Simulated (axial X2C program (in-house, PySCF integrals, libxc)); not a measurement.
## Run report: NiB, relativistic diatomic calculation

NiB, single determinant with Ω = 5/2. Computed at this level: BP86, two-component X2C with atomic mean-field Coulomb and Gaunt terms, Ni dyall-v3z, B dyall-v3z (cores contracted) (axial X2C program (in-house, PySCF integrals, libxc)).

**The input**
```
{"zs": [28, 5], "q": 0, "bas": ["dyall-v3z", "dyall-v3z"], "levels": ["PBE0", "HF", "BP86", "PW91"], "cc": false, "r0": 1.95, "npts": 10, "nst": 2, "ntry": 6, "opt": {"ecut": 3.0}}
```

The line is the task of a batch: nuclear charges, charge, bases, the levels to run, a first guess of the distance and further settings. This report covers BP86 with spin-orbit coupling. The log is that of the reference distance 1.885 Å.

Hardware: 1 thread of Arm Neoverse N1, 54 GiB of memory available, shared host.

Launched within a batch (the task file carries these settings):
```bash
python <driver script> task.json out
```

**The program's output**
```
two-component X2C + atomic mean field  BP86
basis functions 147  fitting functions 863  grid points 5076
iter        total energy     max residual
   1      -1545.214615826     5.40e-02
   2      -1545.169736526     8.12e-02
   3      -1545.117516635     9.31e-02
   4      -1545.210756448     3.52e-02
   5      -1545.217388690     1.88e-02
   6      -1545.220177923     6.74e-03
   7      -1545.220642661     8.09e-04
   8      -1545.220648298     9.98e-05
   9      -1545.220649002     9.98e-05
  10      -1545.220649299     3.81e-05
  11      -1545.220649328     6.12e-06
  12      -1545.220649329     9.42e-07
converged
one-electron -2220.05706274  Coulomb 704.00032109  exact exchange 0.00000000  xc functional -68.01571658  nuclear repulsion 39.30228622  atomic mean-field constant -0.45047732
```

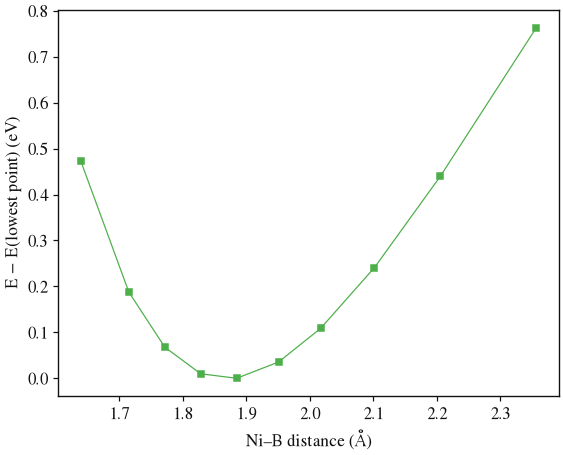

Energy at 10 bond lengths, for one set of occupations held fixed; the line joins the points. A polynomial of degree 6 through 9 points gives rₑ = 1.869 Å, ωₑ = 607.3 cm⁻¹, ωₑxₑ = 3.9 cm⁻¹ and Bₑ = 0.5214 cm⁻¹. The minimum lies 3.05 eV below Ni + B, each computed as one determinant at the same level.

**Outcome**

- outcome: converged
- bond length rₑ: 1.869 Å
- ωₑ: 607.3 cm⁻¹
- energy at the minimum: −1545.22070 hartree
- depth below the fragments: 3.05 eV
- wall time: 6.3 s

**What is odd here**

The input is odd on purpose: few virtuals (ecut = 3.0). The program ran to the end. Its numbers are those of the input as typed; this run alone doesn't show how far the oddity moves them. Caveats: at every distance an empty level lies below a filled one, since the occupations are held fixed.
